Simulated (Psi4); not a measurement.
# C2H4Al− (SMILES C#[C][AlH3-]), step by step

We compute a structure relaxation (HF-3c/MINIX), then the harmonic vibrations, then the energy (MP2-F12/cc-pVDZ-F12) of C2H4Al−. 

The calculation is run with Psi4 1.11.

### Step 1. The structure to begin with

C2H4Al−: 7 atoms, total charge -1, spin state singlet. SMILES: `C#[C][AlH3-]`. The shape comes from GFN2-xTB, which is rough for such elements, and wasn't checked as a minimum. The run starts from this shape.

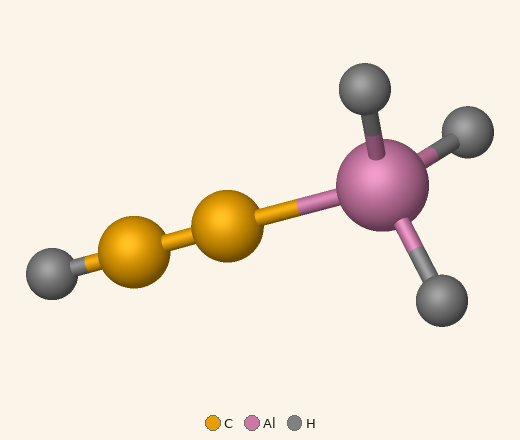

The structure, seen from a chosen angle (carbon amber, aluminium pink, hydrogen grey).

### Step 2. A structure relaxation at HF-3c/MINIX (density fitting) (run 1)

Input file run.py:

```python
import psi4

psi4.set_memory('1600 MB')
psi4.set_num_threads(1)
psi4.core.set_output_file('run.log', False)

geom = psi4.geometry("""
-1 1
C     -0.916000    -1.890510     0.036740
C     -0.396540    -0.796130     0.007040
Al     0.491510     1.012710    -0.020910
H     -1.380740    -2.845310     0.060780
H      0.284440     1.706620    -1.474090
H     -0.163180     1.963600     1.120790
H      2.080500     0.849040     0.269660
units angstrom
symmetry c1
""")

psi4.set_options({
    'reference': 'rks',
    'geom_maxiter': 60,
})

e = psi4.optimize('hf-3c', molecule=geom)
print(f'total energy {e:.8f} hartree = {e * 27.211386:.5f} eV')
print(geom.to_string(dtype='xyz', units='Angstrom'))
```

Started as:

```console
$ python run.py
```

run.log:

```text
[...]
  Running in c1 symmetry.
[...]
  Nuclear repulsion =   74.135103438769605
[...]
  Multiplicity = 1
[...]
  Nalpha       = 15
  Nbeta        = 15
[...]
    Number of basis functions: 28
[...]
   @DF-RKS iter   1:  -318.04905580693958   -2.19470e+00   6.37586e-03 ADIIS/DIIS
[...]
   @DF-RKS iter   7:  -318.08137789741880   -7.95808e-13   7.04132e-09 DIIS
[...]
  @DF-RKS Final Energy:  -318.08137789741880
   => Energetics <=
    Nuclear Repulsion Energy =             75.1099203008300975
    One-Electron Energy =                -596.0930815464002990
    Two-Electron Energy =                 202.9192173834622110
    Total Energy =                       -318.0813778974188040
[...]
 Multipole Moments:
 ------------------------------------------------------------------------------------
     Multipole            Electronic (a.u.)      Nuclear  (a.u.)        Total (a.u.)
 ------------------------------------------------------------------------------------
 L = 1.  Multiply by 2.5417464519 to convert [e a0] to [Debye]
 Dipole X            :         -0.8837782            0.3272408           -0.5565375
 Dipole Y            :         -1.8108424            0.6675450           -1.1432974
 Dipole Z            :          0.0328771           -0.0111390            0.0217381
 Magnitude           :                                                    1.2717450
[...]
  -Total Gradient:
     Atom            X                  Y                   Z
    ------   -----------------  -----------------  -----------------
       1       -0.000004786684    -0.000055933743     0.000016108075
       2       -0.000027502555     0.000022309085    -0.000028996460
       3        0.000037968313     0.000054680573     0.000009426662
       4        0.000009416805     0.000007571473     0.000004227755
       5       -0.000004574839    -0.000002457846    -0.000001113822
       6       -0.000008679389    -0.000005781426     0.000000109876
       7       -0.000001841652    -0.000020388122     0.000000237913
[...]
    Final optimized geometry and variables:
    Molecular point group: c1
    Full point group: C1
    Geometry (in Angstrom), charge = -1, multiplicity = 1:
    C           -0.878457355614    -1.805242660904     0.034490359824
    C           -0.362573519165    -0.743354068268     0.013623282072
    AL           0.519704059052     1.067443008396    -0.020207928895
    H           -1.341110189863    -2.757556323304     0.053208567290
    H            0.286452675345     1.700800432653    -1.461419090449
    H           -0.153729566084     1.962818062433     1.110024490722
    H            2.071587910127     0.862008707044     0.266312751218
[...]
```

Standard output:

```text
Some dependencies such as QCElemental have not yet finished migration to pydantic v2. If issues are encountered please downgrade pydantic or upgrade QCElemental as appropriate
Interior angle of 179.7 for bend B([3, 0, 2]) can't work in good torsion
AlgError: Exception created. Mesg: Could not compute T([3, 0, 2, 4]). Problem computing interior bend.
AlgError: Linear bends detected.
[3, 0, 2]
Interior angle of 179.7 for bend B([3, 0, 2]) can't work in good torsion
AlgError: Exception created. Mesg: Could not compute T([3, 0, 2, 5]). Problem computing interior bend.
AlgError: Linear bends detected.
[3, 0, 2]
Interior angle of 179.7 for bend B([3, 0, 2]) can't work in good torsion
AlgError: Exception created. Mesg: Could not compute T([3, 0, 2, 6]). Problem computing interior bend.
AlgError: Linear bends detected.
[3, 0, 2]
	Previous geometry is closer to target in internal coordinates, so using that one.

	Best geometry has RMS(Delta(q)) = 1.98e-04

	Previous geometry is closer to target in internal coordinates, so using that one.

	Best geometry has RMS(Delta(q)) = 7.22e-08

	Previous geometry is closer to target in internal coordinates, so using that one.

	Best geometry has RMS(Delta(q)) = 8.91e-09

Optimizer: Optimization complete!
total energy -318.08137790 hartree = -8655.43515 eV
7
-1 1 AlC2H4
C                    -0.878457355614    -1.805242660904     0.034490359824
C                    -0.362573519165    -0.743354068268     0.013623282072
Al                    0.519704059052     1.067443008396    -0.020207928895
H                    -1.341110189863    -2.757556323304     0.053208567290
H                     0.286452675345     1.700800432653    -1.461419090449
H                    -0.153729566084     1.962818062433     1.110024490722
H                     2.071587910127     0.862008707044     0.266312751218
```

Run time: 8.1 s. Hardware: 1 thread of Intel Xeon Platinum 8259CL at 2.50GHz (Skylake/Cascade Lake), shared host; peak memory 0.22 GiB.

Step by step:

| step | energy from the first frame kept (eV) | largest force (eV/Å) |
| --- | --- | --- |
| 0 | 0.0000 | 3.6314 |
| 1 | -0.0902 | 1.0081 |
| 2 | -0.0970 | 0.0601 |
| 3 | -0.0971 | 0.0178 |
| 4 | -0.0971 | 0.0107 |
| 5 | -0.0972 | 0.0035 |

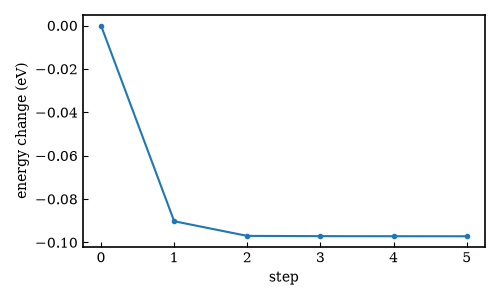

Energy along the run.

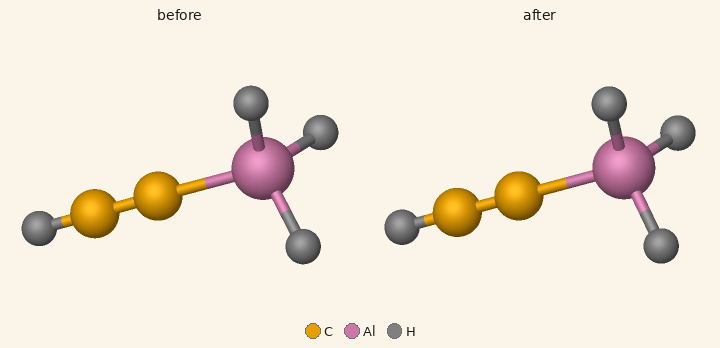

Before and after, at one scale.

After the run. Bond lengths: C1–C2 1.181 Å, C2–Al3 2.015 Å, C1–H4 1.059 Å, Al3–H5 1.591 Å, Al3–H6 1.591 Å, Al3–H7 1.591 Å. Angles: C1–C2–Al3 179.9°, C2–C1–H4 180.0°, C2–Al3–H5 108.0°, C2–Al3–H6 108.0°, C2–Al3–H7 107.9°, H5–Al3–H6 110.9°, H5–Al3–H7 110.9°, H6–Al3–H7 110.9°.

### Step 3. The harmonic vibrations at HF-3c/MINIX (density fitting) (run 2)

Input file job.py:

```python
import psi4

psi4.set_memory('1600 MB')
psi4.set_num_threads(1)
psi4.set_output_file('psi4.out', False)

geom = psi4.geometry("""
-1 1
C     -0.908656    -1.863923     0.033366
C     -0.392773    -0.802034     0.012499
Al     0.489505     1.008763    -0.021332
H     -1.371309    -2.816236     0.052084
H      0.256254     1.642120    -1.462544
H     -0.183929     1.904138     1.108900
H      2.041389     0.803329     0.265188
units angstrom
""")

psi4.set_options({
    'reference': 'rks',
    't': 298.15,
    'rotational_symmetry_number': 3,
})

E = psi4.frequencies("HF-3C")
print('E =', round(E, 9))
for k in ('ZPVE', 'ENTHALPY', 'GIBBS FREE ENERGY'):
    print(f'{k}: {psi4.variable(k):.8f} Eh')
```

Started as:

```console
$ python job.py
```

psi4.out:

```text
[...]
  Running in c1 symmetry.
[...]
  Nuclear repulsion =   75.109919484992389
[...]
  Multiplicity = 1
[...]
  Nalpha       = 15
  Nbeta        = 15
[...]
    Number of basis functions: 28
[...]
   @DF-RKS iter   1:  -318.05368026207162   -2.12177e+00   6.31466e-03 DIIS/ADIIS
[...]
  -Total Gradient:
     Atom            X                  Y                   Z
    ------   -----------------  -----------------  -----------------
       1       -0.000004924529    -0.000056514659     0.000016131540
       2       -0.000027593496     0.000022381604    -0.000029022323
       3        0.000038010154     0.000054663742     0.000009696613
       4        0.000009590930     0.000008063105     0.000004212386
       5       -0.000004577726    -0.000002404232    -0.000001291023
       6       -0.000008681961    -0.000005814949     0.000000078067
       7       -0.000001823373    -0.000020374619     0.000000194740
[...]
   @DF-RKS iter   9:  -318.08137789726322   -2.27374e-13   1.93659e-09 DIIS
[...]
  @DF-RKS Final Energy:  -318.08137789726322
   => Energetics <=
    Nuclear Repulsion Energy =             75.1099194849923890
    One-Electron Energy =                -596.0930790039349176
    Two-Electron Energy =                 202.9192156659343880
    Total Energy =                       -318.0813778972632235
[...]
  ==> Harmonic Vibrational Analysis <==
[...]
  Freq [cm^-1]                 260.0957            260.1696            534.4055
[...]
  IR activ [km/mol]             0.0000              0.0000             15.4351
[...]
  Freq [cm^-1]                 656.9732            657.0244            916.2035
[...]
  IR activ [km/mol]            61.4304             61.4201             425.7141
[...]
  Freq [cm^-1]                 922.1693            922.2414            970.2354
[...]
  IR activ [km/mol]            103.8924            103.8597            20.5034
[...]
  Freq [cm^-1]                 970.2532           2196.2140           2201.0219
[...]
  IR activ [km/mol]            20.4913             26.6008             39.4119
[...]
  Freq [cm^-1]                2201.0322           2389.9417           3915.5850
[...]
  IR activ [km/mol]            39.4069              7.9280             220.7309
[...]
  Total E_0, Enthalpy at 0 [K]                                                         -318.03587477 [Eh]
[...]
  Total H, Enthalpy at  298.15 [K]                                                     -318.03045742 [Eh]
[...]
  Total G, Gibbs energy at  298.15 [K]                                                 -318.06083884 [Eh]
[...]
```

On the terminal:

```text
Warning: used thermodynamics relations inappropriate for low-frequency modes: ['260.0957' '260.1696' '534.4055']
E = -318.081377897
ZPVE: 0.04550313 Eh
ENTHALPY: -318.03045742 Eh
GIBBS FREE ENERGY: -318.06083884 Eh
```

It took 8.7 s on 1 thread of Intel Xeon Platinum 8259CL at 2.50GHz (Skylake/Cascade Lake), shared host; peak memory 0.26 GiB.

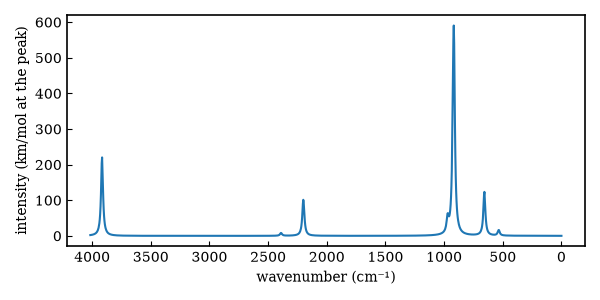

Harmonic infrared spectrum, unscaled, lines broadened by 10 cm⁻¹.

### Step 4. The energy at MP2-F12/cc-pVDZ-F12 (density fitting, density fitting for correlation) (run 3)

Input file input.dat:

```
memory 1.6 GB

molecule geom {
  -1 1
  C     -0.908656    -1.863923     0.033366
  C     -0.392773    -0.802034     0.012499
  Al     0.489505     1.008763    -0.021332
  H     -1.371309    -2.816236     0.052084
  H      0.256254     1.642120    -1.462544
  H     -0.183929     1.904138     1.108900
  H      2.041389     0.803329     0.265188
  symmetry c1
}

set {
  basis       cc-pVDZ-F12
  freeze_core true
}

result, w = energy('mp2-f12', return_wfn=True)
print_variables()
```

Started as:

```console
$ psi4 input.dat output.dat -n 1
```

output.dat:

```text
[...]
  Running in c1 symmetry.
[...]
  Nuclear repulsion =   75.109919484992389
[...]
  Multiplicity = 1
[...]
  Nalpha       = 15
  Nbeta        = 15
[...]
    Number of basis functions: 135
[...]
   @DF-RHF iter   1:  -319.86901499830105   -1.22463e+00   3.22675e-03 ADIIS/DIIS
[...]
   @DF-RHF iter  10:  -319.98451151065251   -4.32010e-11   4.20490e-09 DIIS
[...]
    Orbital Energies [Eh]
    ---------------------
    Doubly Occupied:
       1A    -58.226128     2A    -11.035105     3A    -11.023850
       4A     -4.642187     5A     -2.957007     6A     -2.956758
       7A     -2.956757     8A     -0.844060     9A     -0.559742
      10A     -0.410248    11A     -0.282996    12A     -0.238544
      13A     -0.238533    14A     -0.202597    15A     -0.202588
[...]
  @DF-RHF Final Energy:  -319.98451151065251
   => Energetics <=
    Nuclear Repulsion Energy =             75.1099194849923890
    One-Electron Energy =                -596.6346608583518218
    Two-Electron Energy =                 201.5402298627069229
    Total Energy =                       -319.9845115106525100
[...]
 Multipole Moments:
 ------------------------------------------------------------------------------------
     Multipole            Electronic (a.u.)      Nuclear  (a.u.)        Total (a.u.)
 ------------------------------------------------------------------------------------
 L = 1.  Multiply by 2.5417464519 to convert [e a0] to [Debye]
 Dipole X            :         -1.0140890            0.3272411           -0.6868478
 Dipole Y            :         -2.0786085            0.6675453           -1.4110632
 Dipole Z            :          0.0380007           -0.0111408            0.0268599
 Magnitude           :                                                    1.5695798
[...]
```

Run time: 81 s. Hardware: 1 thread of Intel Xeon Platinum 8259CL at 2.50GHz (Skylake/Cascade Lake), shared host; peak memory 4 GiB.

### Step 5. What came out

| quantity | value |
| --- | --- |
| run 1, HF-3c/MINIX: total energy at the end | -318.08138 Eh |
| run 1, HF-3c/MINIX: HOMO energy | -4.37 eV |
| run 1, HF-3c/MINIX: LUMO energy | 13.35 eV |
| run 1, HF-3c/MINIX: HOMO–LUMO gap (to an unbound level, set by the basis) | 17.71 eV |
| run 2, HF-3c/MINIX: lowest harmonic wavenumber | 260 cm⁻¹ |
| run 2, HF-3c/MINIX: highest harmonic wavenumber | 3916 cm⁻¹ |
| run 2, HF-3c/MINIX: zero-point energy | 119.5 kJ/mol |
| run 2, HF-3c/MINIX: ideal-gas entropy at 298.15 K (symmetry number 3 as used) | 63.9 cal/(mol K) |
| run 3, MP2-F12/cc-pVDZ-F12: total energy | -320.44559 Eh |
| run 3, MP2-F12/cc-pVDZ-F12: HOMO energy (Hartree–Fock orbitals) | -5.51 eV |
| run 3, MP2-F12/cc-pVDZ-F12: LUMO energy (Hartree–Fock orbitals) | 3.64 eV |
| run 3, MP2-F12/cc-pVDZ-F12: HOMO–LUMO gap (to an unbound level, set by the basis) | 9.15 eV |
| run 3, MP2-F12/cc-pVDZ-F12: correlation energy (7 core orbitals frozen) | -454.9 mEh |

What this shows: The optimisation (run 1, HF-3c/MINIX) took 6 steps and changed the energy by -0.097 eV. All 15 modes (run 2, HF-3c/MINIX) are real, so the shape is a minimum at this level.
